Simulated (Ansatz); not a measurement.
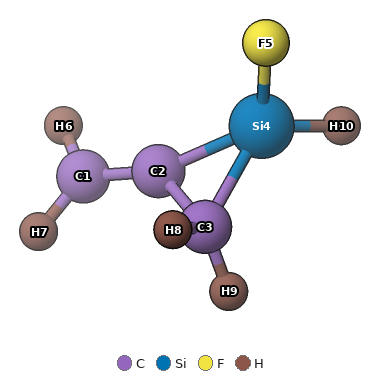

The system is C₃H₅FSi, SMILES C=C1C[SiH]1F; the picture shows the reference structure. The first coordinate is: umbrella angle at C1 (between each of its bonds and their common axis; 90 is planar); the second: change of the bonds C1–C2, C1–H6, C1–H7, all alike. Nothing is relaxed (all other coordinates rigid). The grid has 11 × 11 points. Points are written as (first, second). Energies: eV, counted from the lowest grid point. Theory: RKS r2SCAN-D4/def2-SVP (Ansatz 0.2.0).

Its coordinates:

```xyz
10

C    -1.7191   -0.4824    0.1456
C    -0.4492   -0.1246   -0.0479
C     0.8263   -0.1048    0.8097
Si    0.9974    0.5146   -0.9287
F     1.1766    2.1056   -1.2073
H    -2.4695   -0.3710   -0.6452
H    -2.0630   -0.8969    1.1034
H     0.8171    0.6102    1.6479
H     1.2481   -1.0765    1.1129
H     1.7185   -0.2255   -1.9874
```

Range: umbrella angle at C1 (between each of its bonds and their common axis; 90 is planar) from 66.0 to 114.0°; change of the bonds C1–C2, C1–H6, C1–H7, all alike from −0.129 to 0.200 Å.

Question: What landscape does the calculation give?

Answer: The lowest grid point is at (90.0°, 0.002 Å). No other kind of well shows on this grid. The highest grid point, (66.0°, −0.129 Å), lies 2.92 eV above the lowest. Round the minimum the two coordinates are nearly uncoupled.

| second ↓, first → | 66.0 | 70.8 | 75.6 | 80.4 | 85.2 | 90.0 | 94.8 | 99.6 | 104.4 | 109.2 | 114.0 |
| --- | --- | --- | --- | --- | --- | --- | --- | --- | --- | --- | --- |
| 0.200 | 2.62 | 2.33 | 2.12 | 1.97 | 1.88 | 1.85 | 1.87 | 1.96 | 2.10 | 2.31 | 2.60 |
| 0.167 | 2.21 | 1.90 | 1.66 | 1.50 | 1.40 | 1.36 | 1.39 | 1.49 | 1.65 | 1.88 | 2.19 |
| 0.134 | 1.85 | 1.51 | 1.25 | 1.07 | 0.97 | 0.93 | 0.96 | 1.06 | 1.24 | 1.49 | 1.83 |
| 0.101 | 1.55 | 1.19 | 0.91 | 0.72 | 0.60 | 0.56 | 0.60 | 0.71 | 0.90 | 1.17 | 1.53 |
| 0.068 | 1.33 | 0.94 | 0.65 | 0.44 | 0.31 | 0.27 | 0.31 | 0.43 | 0.64 | 0.93 | 1.32 |
| 0.035 | 1.21 | 0.80 | 0.48 | 0.26 | 0.12 | 0.08 | 0.12 | 0.25 | 0.47 | 0.79 | 1.20 |
| 0.002 | 1.21 | 0.77 | 0.43 | 0.19 | 0.05 | 0.00 | 0.05 | 0.19 | 0.42 | 0.76 | 1.20 |
| −0.031 | 1.35 | 0.89 | 0.53 | 0.27 | 0.12 | 0.07 | 0.12 | 0.27 | 0.52 | 0.88 | 1.34 |
| −0.064 | 1.67 | 1.17 | 0.79 | 0.52 | 0.36 | 0.30 | 0.36 | 0.52 | 0.79 | 1.17 | 1.66 |
| −0.096 | 2.17 | 1.65 | 1.24 | 0.96 | 0.79 | 0.73 | 0.78 | 0.95 | 1.24 | 1.64 | 2.16 |
| −0.129 | 2.92 | 2.37 | 1.95 | 1.65 | 1.46 | 1.40 | 1.46 | 1.64 | 1.94 | 2.37 | 2.92 |

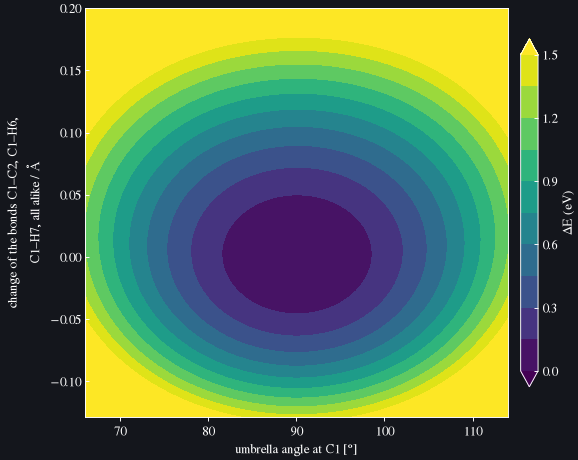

Drawn: filled contours, one colour for all values above the top of the scale. Between grid points the surface is interpolated.

Each point was launched as `ansatz run input.yaml --threads 1 --pin off --max-ram 2560MiB --backend cpu --events-out ev --progress --plain --runs-dir out`. Time for the 121 points that were run: 14 min on 1 thread of Arm Neoverse V1, with other jobs on the host.
